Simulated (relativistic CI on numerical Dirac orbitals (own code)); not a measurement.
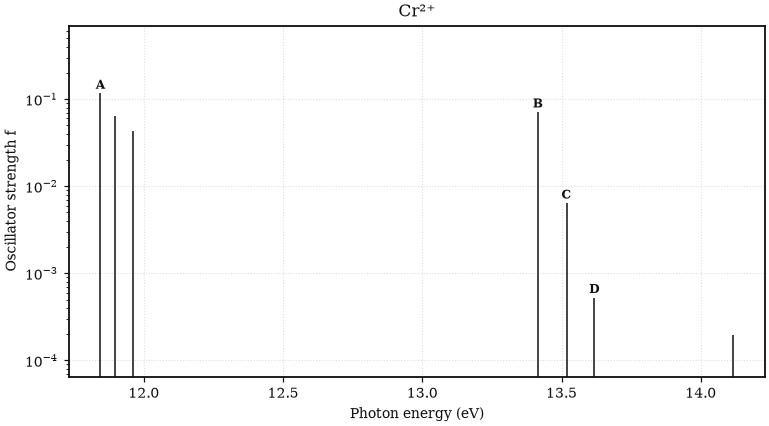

The plot shows absorption lines from the lowest level (oscillator strengths f) for Cr²⁺. Level of the calculation: relativistic CI on Dirac orbitals, KLI exchange-only orbitals, Breit term, model QED, valence Slater integrals scaled by 0.85, a P86 correlation estimate for each configuration (in-house radial CI code).

Which transitions are the lettered lines?

A: 3d³ 4p ⁵F°₁ ← 3d⁴ ⁵D₀, 11.84 eV, f = 0.12; B: 3d³ 4p ⁵P°₁ ← 3d⁴ ⁵D₀, 13.41 eV, f = 0.071; C: 3d³ 4p ⁵D°₁ ← 3d⁴ ⁵D₀, 13.52 eV, f = 0.0064; D: 3d³ 4p ³P°₁ ← 3d⁴ ⁵D₀, 13.62 eV, f = 0.00053. The strongest, A, lies in the extreme ultraviolet region.

Note: near-neutral ion: configurations can be misplaced by up to about 10000 cm⁻¹, over 20000 where the f count changes; rates and lifetimes follow the computed energies and can be off by orders of magnitude; only a limited list of configurations is included, so lower levels can be missing; only lines among the lowest 200 of 1864 levels are drawn, so those from 3d³ 4d are incomplete.
